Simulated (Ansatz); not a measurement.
Results of PBE in Ansatz (PAW) for double-hcp La.

Settings: plane-wave cutoff 520 eV, 18×18×6 k mesh (along the axes of the cell as run), Fermi–Dirac smearing 0.05 eV, scalar-relativistic PAW data made under PBE.

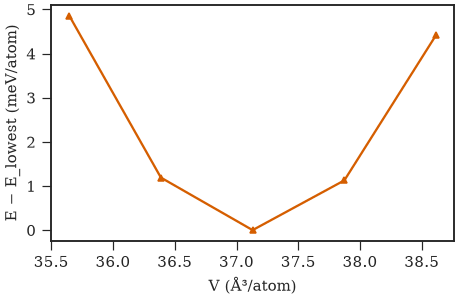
Total energy against volume

### Question
From the curve, estimate the equilibrium volume and the bulk modulus.

### Answer
V0 ≈ 37.1 Å³/atom and B0 ≈ 25 GPa; the fit gives V0 = 37.132 Å³/atom, B0 = 25.0 GPa, B′ = 2.4.

Shape and atoms are relaxed at each volume.

Measured, for comparison: bulk modulus 27.9 GPa (room temperature, not corrected to a static lattice; as tabulated in Wikipedia's data pages). Computed less measured: bulk modulus -10 %.

Spin–orbit coupling is not included.

Computed values are for the static lattice.

It cost very roughly 13 core-minutes of CPU time.

Ansatz is a first-principles code.
